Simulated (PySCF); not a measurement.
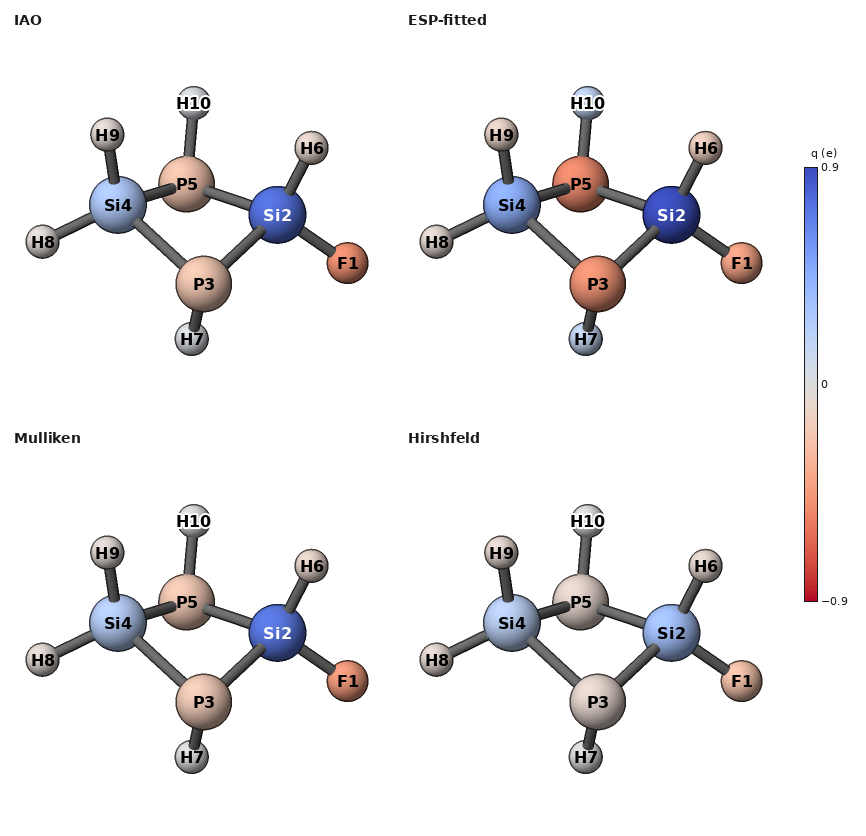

Atomic charges of one calculation by 4 schemes, on one colour scale. The geometry was computed by an optimisation with PBE0-D3(BJ)/def2-SVP. No frequency run is at hand to confirm it as a minimum. Level of theory: PBE0/6-31G (PySCF 2.14.0).

Question: Which scheme gives the most polar picture (largest mean size of the charges)?

Answer: The ESP-fitted charges are the largest in size here, and the Hirshfeld charges the smallest.

Question: On which atom do the schemes disagree most?

Answer: On Si2 (from 0.32 to 0.87 e).

List the charges (e), one line for each set of equivalent atoms.

| atom | IAO | ESP-fitted | Mulliken | Hirshfeld |
| --- | --- | --- | --- | --- |
| F1 | −0.48 | −0.39 | −0.43 | −0.23 |
| Si2 | 0.73 | 0.87 | 0.71 | 0.32 |
| P3 | −0.20 | −0.46 | −0.17 | −0.06 |
| Si4 | 0.26 | 0.43 | 0.23 | 0.20 |
| P5 | −0.21 | −0.50 | −0.19 | −0.07 |
| H6 | −0.08 | −0.13 | −0.08 | −0.06 |
| H7 | 0.02 | 0.16 | 0.01 | 0.00 |
| H8 | −0.04 | −0.06 | −0.04 | −0.05 |
| H9 | −0.05 | −0.09 | −0.04 | −0.06 |
| H10 | 0.03 | 0.17 | 0.01 | 0.01 |
